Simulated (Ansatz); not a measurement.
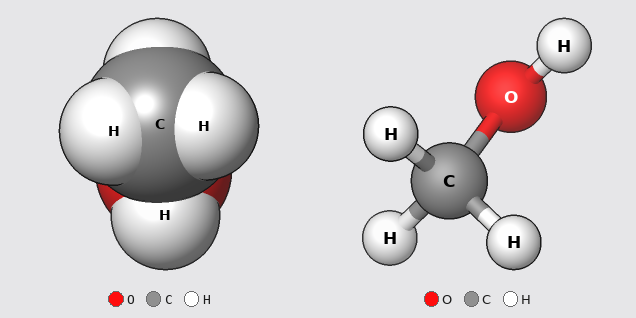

The same structure drawn twice, from different directions.

The computed structure is the end point of a PBE0-D4/def2-TZVP optimisation.

**Which formula does it have?**

CH₄O, 6 atoms: 1 carbon, 4 hydrogen and 1 oxygen.

**What is the point group of this geometry?**

Cs.

**How many bonds of each kind are drawn?**

3 C–H, 1 C–O, 1 O–H. Sticks follow a distance rule.

**How many atoms are distinct by symmetry?**

5: 1 O, 1 C, 1 H, 2 H, 1 H.

The parts below concern this one geometry. Atoms keep their numbers from picture to picture.

Geometry

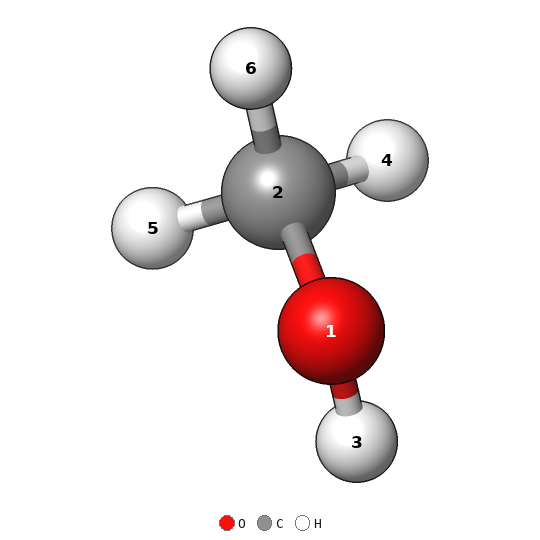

Atoms carry their numbers in the input.

**How are the neighbours of atom 1 arranged?**

O1 has 2 neighbours (C2 at 1.41, H3 at 0.96 Å); the arrangement is bent.

**Describe the coordination of atom 2.**

C2 has 4 neighbours (O1 at 1.41, H4 at 1.10, H5 at 1.10, H6 at 1.09 Å); the arrangement is tetrahedral.

Electronic properties

Level of theory: RKS PBE0-D4/def2-TZVP (Ansatz 0.2.0).

What does the calculation give?

- dipole moment: 1.67 D
- harmonic zero-point energy: 135.0 kJ/mol

Vibrations

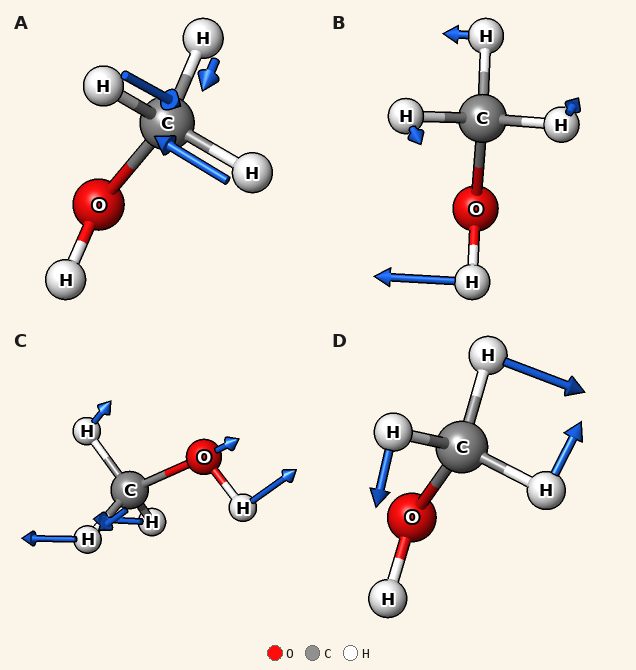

4 normal modes of one molecule or complex, as arrows. Harmonic vibrations computed with RKS PBE0-D4/def2-TZVP (Ansatz 0.2.0) at a stationary point of the same level.

**Match the panels to the wavenumbers 307 cm⁻¹, 1108 cm⁻¹, 1490 cm⁻¹, 3005 cm⁻¹.**

A: 3005 cm⁻¹, in-phase stretching of 2 C–H bonds
B: 307 cm⁻¹, a torsion or out-of-plane motion in which bond lengths and bond angles hardly change
C: 1108 cm⁻¹
D: 1490 cm⁻¹, H–C–H bending

Charges

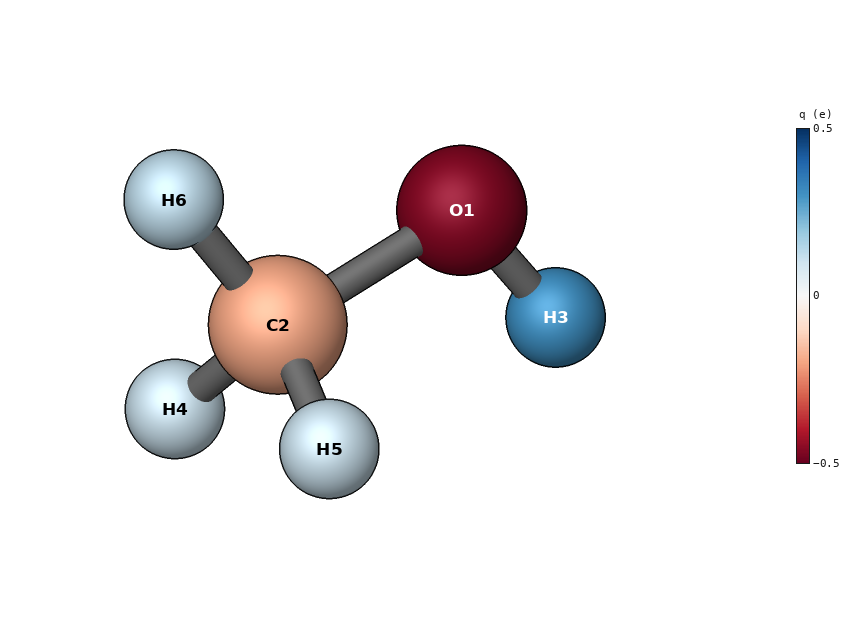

Atoms are coloured by their Mulliken charges. Properties computed with RKS PBE0-D4/def2-TZVP (Ansatz 0.2.0).

List the Mulliken charges.

```tsv
atom	value (e)
O1	−0.46
C2	−0.19
H3	0.31
H4	0.11
H5	0.11
H6	0.13
```

Thermal motion

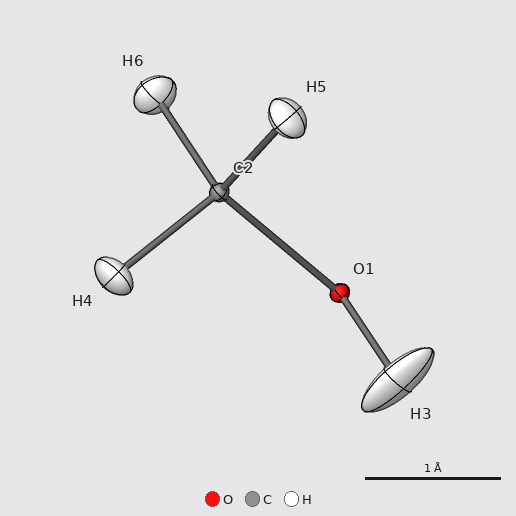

Displacement ellipsoids at the 50 % level, from the internal vibrations of the free molecule (harmonic, no overall translation or rotation; no half-axis is drawn under 0.075 Å). Vibrations computed with RKS PBE0-D4/def2-TZVP (Ansatz 0.2.0). Temperature: 200 K.

**Which atom moves most?**

H3, with U_eq = 0.0222 Å².

**Does H3 move more along its bond or across it?**

Across it: the root-mean-square amplitude is 0.064 Å along the bond and up to 0.224 Å across, since bending and torsion are softer than stretching.

List U_eq and the three principal root-mean-square amplitudes for each kind of atom.

```json
{"atom": "O1", "U_eq (Å²)": "0.00029", "rms amplitudes (Å)": "0.009, 0.018, 0.022"}
{"atom": "C2", "U_eq (Å²)": "0.00044", "rms amplitudes (Å)": "0.017, 0.017, 0.027"}
{"atom": "H3", "U_eq (Å²)": "0.0222", "rms amplitudes (Å)": "0.064, 0.111, 0.224"}
{"atom": "H4, H5", "U_eq (Å²)": "0.0091", "rms amplitudes (Å)": "0.072, 0.101, 0.109"}
{"atom": "H6", "U_eq (Å²)": "0.0096", "rms amplitudes (Å)": "0.072, 0.107, 0.110"}
```

Mulliken values depend strongly on the basis set and can even reverse the polarity of a bond.
